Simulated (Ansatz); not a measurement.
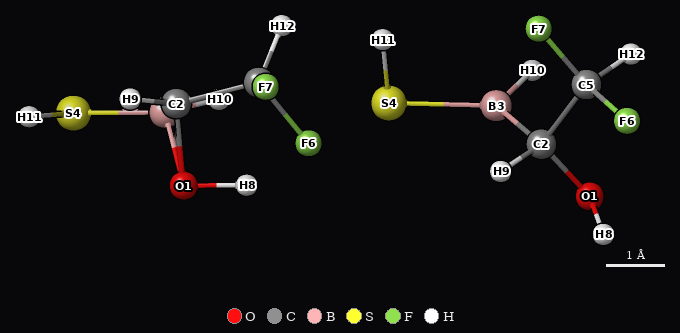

Two geometries of C2H5BF2OS, drawn at one scale. One is the start of a relaxation, the other its converged end. A ball-and-stick model, seen from a free direction.

Computed with UKS PBE-D4/STO-3G (Ansatz 0.2.0). Settings: collinear spin; force threshold 0.02 eV/Å; at most 40 steps.

Which geometry has the lower energy?

The left one is the relaxed one. The run prepares the start of a later molecular dynamics calculation, from a guessed geometry. F7 moves most after the best rigid fit: 1.82 Å. By element the largest moves are F 1.82 Å, H 1.45 Å, O 1.23 Å, C 0.91 Å, S 0.90 Å, B 0.19 Å. Near-neighbour distances that change, for instance: O1–B3 2.351 → 1.666 Å, O1–C2 1.361 → 1.532 Å, C5–F6 1.400 → 1.484 Å, B3–S4 1.870 → 1.803 Å. Among the angles between lasting bonds that change: O1–C2–B3 106.0° → 64.6°, B3–C2–H9 108.5° → 126.7°, C2–O1–H8 104.4° → 93.3°. Groups turn about O1–C2 by about 95°, B3–S4 by about 90°. Over 28 geometry steps the energy falls by 73.4 kcal/mol. The largest force component goes from 4.7 to 0.012 eV/Å.

Limits of the set-up: STO-3G is a minimal basis, so the numbers are rough.
